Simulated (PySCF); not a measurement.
**One shape, several levels: C3H3F3 (SMILES C=C(F)C(F)F)**

Aim: a comparison of 6 runs (HF/STO-3G, HF/def2-SVP, B3LYP/STO-3G, B3LYP/6-31G*, wB97X/aug-cc-pVDZ) of C3H3F3. The job is set up through a Python script.

Program for the calculation: PySCF 2.14.0.

## Step 1: The molecule

C3H3F3: 9 atoms, total charge 0, spin state singlet. SMILES: `C=C(F)C(F)F`. The coordinates come from a PBE0-D4/def2-TZVP relaxation. This is one conformer, not always the lowest.

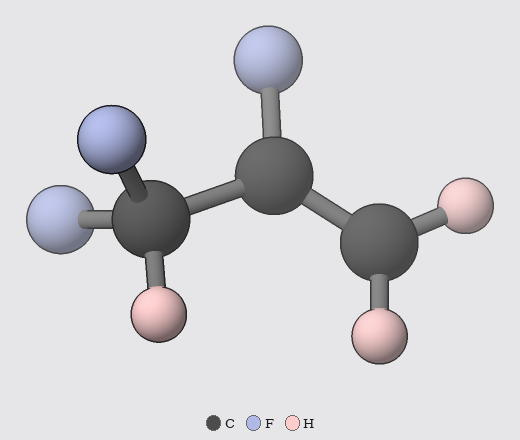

The structure, seen from a chosen angle (carbon dark grey, fluorine light blue, hydrogen pink).

## Step 2: Energy and gradient at HF/STO-3G (run 1)

Contents of calc.py:

```python
from pyscf import gto, scf

mol = gto.M(
    atom=[
    ('C', (0.335900, -1.342600, 0.309400)),
    ('C', (0.491700, -0.097600, -0.095400)),
    ('F', (1.658200, 0.365500, -0.538400)),
    ('C', (-0.589200, 0.934000, -0.111600)),
    ('F', (-0.775800, 1.400300, -1.369200)),
    ('F', (-0.241400, 1.992100, 0.658700)),
    ('H', (1.159200, -2.043900, 0.297000)),
    ('H', (-0.630500, -1.674800, 0.661500)),
    ('H', (-1.534000, 0.524700, 0.256900)),
],
    basis='sto-3g',
    verbose=4,
    max_memory=1860,
    charge=0,
)

hf = scf.RHF(mol)
hf.conv_tol = 1e-10
hf.kernel()
if not hf.converged:
    hf = hf.newton().run(hf.mo_coeff, hf.mo_occ)

e_tot = hf.e_tot
print('Final energy', e_tot)
grad = hf.nuc_grad_method().kernel()
dip = hf.dip_moment()
pop, q = hf.mulliken_pop()
```

Command:

```console
OMP_NUM_THREADS=1 python calc.py
```

The program printed:

```text
PySCF version 2.14.0

[... 63 lines left out ...]
converged SCF energy = -408.018223694471
Final energy -408.01822369447063
[... 11 lines left out ...]
Dipole moment(X, Y, Z, Debye): -0.84276, -1.53356,  0.66984
[... 43 lines left out ...]
charge of    8H =      0.06863
```

Wall time 3 s (1 thread of Intel Xeon at 2.70GHz, shared host); peak memory 0.12 GiB.

## Step 3: Energy and forces at HF/def2-SVP (run 2)

Contents of calc.py:

```python
from pyscf import gto, scf

mol = gto.M(
    atom='''
C    0.335900  -1.342600   0.309400
C    0.491700  -0.097600  -0.095400
F    1.658200   0.365500  -0.538400
C   -0.589200   0.934000  -0.111600
F   -0.775800   1.400300  -1.369200
F   -0.241400   1.992100   0.658700
H    1.159200  -2.043900   0.297000
H   -0.630500  -1.674800   0.661500
H   -1.534000   0.524700   0.256900
''',
    basis='def2-svp',
    verbose=4,
    max_memory=1860,
)

hf = scf.RHF(mol)
hf.conv_tol = 1e-10
hf.kernel()
if not hf.converged:
    hf = hf.newton().run(hf.mo_coeff, hf.mo_occ)

e_final = hf.e_tot
print('E = %.10f Eh' % e_final)
grad = hf.nuc_grad_method().kernel()
hf.analyze()
```

Command:

```console
OMP_NUM_THREADS=1 python calc.py
```

The program printed:

```text
PySCF version 2.14.0

[... 81 lines left out ...]
Total Energy =                        -413.303771956747710
[... 14 lines left out ...]
MO #8   energy= -1.62247387355425  occ= 2
[... 12 lines left out ...]
MO #21  energy= -0.618851185238643 occ= 2
[... 12 lines left out ...]
MO #34  energy= 0.575068721420208  occ= 0
[... 12 lines left out ...]
MO #47  energy= 1.06149402976886   occ= 0
[... 12 lines left out ...]
MO #60  energy= 1.75754436122196   occ= 0
[... 12 lines left out ...]
MO #73  energy= 2.41249736441195   occ= 0
[... 12 lines left out ...]
MO #86  energy= 3.43766185828767   occ= 0
[... 12 lines left out ...]
MO #99  energy= 4.29498523538648   occ= 0
[... 111 lines left out ...]
Dipole moment(X, Y, Z, Debye): -1.54277, -2.88062,  1.24766
```

It took 9.3 s on 1 thread of Intel Xeon at 2.70GHz, shared host; peak memory 0.21 GiB.

Runs 3 to 5 aren't shown in full; the table further down has their settings and results.

## Step 4: Energy and forces at wB97X/aug-cc-pVDZ (run 6)

Contents of input.py:

```python
# C=C(F)C(F)F
import pyscf.grad
from pyscf import gto, dft

mol = gto.M(
    atom='''
C    0.335900  -1.342600   0.309400
C    0.491700  -0.097600  -0.095400
F    1.658200   0.365500  -0.538400
C   -0.589200   0.934000  -0.111600
F   -0.775800   1.400300  -1.369200
F   -0.241400   1.992100   0.658700
H    1.159200  -2.043900   0.297000
H   -0.630500  -1.674800   0.661500
H   -1.534000   0.524700   0.256900
''',
    basis='aug-cc-pvdz',
    spin=0,
    max_memory=1860,
    verbose=4,
    charge=0,
)

ks = dft.RKS(mol, xc='wb97x')
ks.grids.level = 5
ks.conv_tol = 1e-10
ks.kernel()
if not ks.converged:
    ks = ks.newton().run(ks.mo_coeff, ks.mo_occ)

e_final = ks.e_tot
print('Final energy', e_final)
grad = ks.Gradients().kernel()
ks.analyze()
```

Command:

```console
OMP_NUM_THREADS=1 python input.py
```

The program printed:

```text
PySCF version 2.14.0

[... 97 lines left out ...]
One-electron Energy =                -1062.210209925972549
[... 22 lines left out ...]
MO #18  energy= -0.583834637128421 occ= 2
[... 20 lines left out ...]
MO #39  energy= 0.189737312089814  occ= 0
[... 20 lines left out ...]
MO #60  energy= 0.449242274933242  occ= 0
[... 20 lines left out ...]
MO #81  energy= 0.778579540441737  occ= 0
[... 20 lines left out ...]
MO #102 energy= 1.43945460722007   occ= 0
[... 20 lines left out ...]
MO #123 energy= 1.86087561860033   occ= 0
[... 20 lines left out ...]
MO #144 energy= 2.69573754329423   occ= 0
[... 20 lines left out ...]
MO #165 energy= 4.90313285339899   occ= 0
[... 177 lines left out ...]
Dipole moment(X, Y, Z, Debye): -1.21311, -2.55293,  1.06508
```

Run time: 3.8 min. Hardware: 1 thread of Intel Xeon at 2.70GHz, shared host; peak memory 2.1 GiB.

## Step 5: All runs side by side

```
run                               level  integration grid  Cartesian functions  energy (Eh)  dipole moment (D)  HOMO energy (eV)  LUMO energy (eV)  wall time
  1                           HF/STO-3G                 –                   no  -408.018224               1.87             -8.76              7.72        3 s
  2                         HF/def2-SVP                 –                   no  -413.303772               3.50            -11.22              3.71      9.3 s
  3                        B3LYP/STO-3G                 5                   no  -409.793305               1.00             -4.85              2.90       17 s
  4  B3LYP/6-31G* (spherical functions)                 5                   no  -415.597846               2.49             -7.67             -0.21       43 s
  5  B3LYP/6-31G* (Cartesian functions)                 5                  yes  -415.602969               2.49             -7.67             -0.22       43 s
  6                   wB97X/aug-cc-pVDZ                 5                   no  -415.576901               3.02            -10.79              1.06    3.8 min
```

## Step 6: What came out

| quantity | value |
| --- | --- |
| run 6: total energy | -415.57690 Eh |
| run 6: dipole moment | 3.02 D |
| run 6: HOMO energy | -10.79 eV |
| run 6: LUMO energy | 1.06 eV |
| run 6: HOMO–LUMO gap | 11.85 eV |
| run 6: largest force on an atom | 0.649 eV/Å |

In words: The dipole moment (its size) runs from 1.00 D (B3LYP/STO-3G) to 3.50 D (HF/def2-SVP). The two ends differ in method and basis. The HOMO–LUMO gap runs from 7.45 eV (B3LYP/6-31G*) to 16.48 eV (HF/STO-3G). Totals of different functionals can't be ranked against each other. In runs 1, 3 the basis is minimal, so the values are rough. All runs together took 5.7 min, the longest 3.8 min.
